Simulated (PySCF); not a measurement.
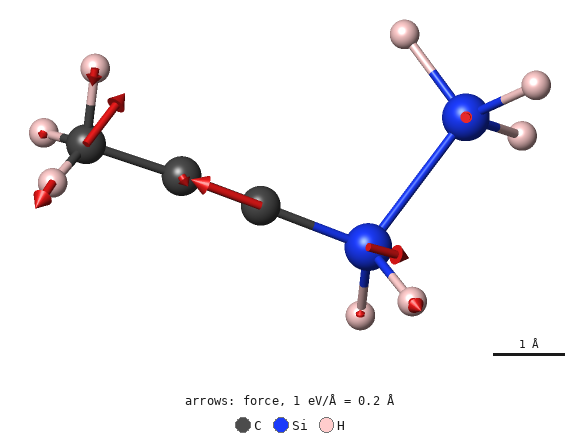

Starting geometry of C3H8Si2 with the computed forces as red arrows. A ball-and-stick model, seen from a free direction.

The start comes from GFN2-xTB. Its atoms were then displaced at random by about 0.03 Å.

Theory: PySCF 2.14.0, density-fitted response routines, PBE0-D3(BJ)/def2-SVP geometry optimisation, gas phase. 

> Is this structure relaxed? If not, where do the atoms go?

It isn't relaxed: the largest force vector, on a C atom, is 5.50 eV/Å. The final displacements have little in common with the starting forces (cosine between the two patterns 0.08). After 12 geometry steps the energy has fallen by 56.7 kJ/mol. The largest move after the best rigid fit is that of an H atom, 0.93 Å. By element the largest moves are H 0.93 Å, Si 0.19 Å, C 0.16 Å. Some distances before and after: C–Si 1.699 → 1.826 Å, C–H 1.029 → 1.101 Å, H–Si 1.427 → 1.495 Å, C–H 1.151 → 1.101 Å. Bond angles that change, for instance: Si–Si–H 116.9° → 110.0°, H–C–H 114.6° → 107.9°, C–C–H 117.0° → 111.0°. Groups turn about Si–Si by about 40°.
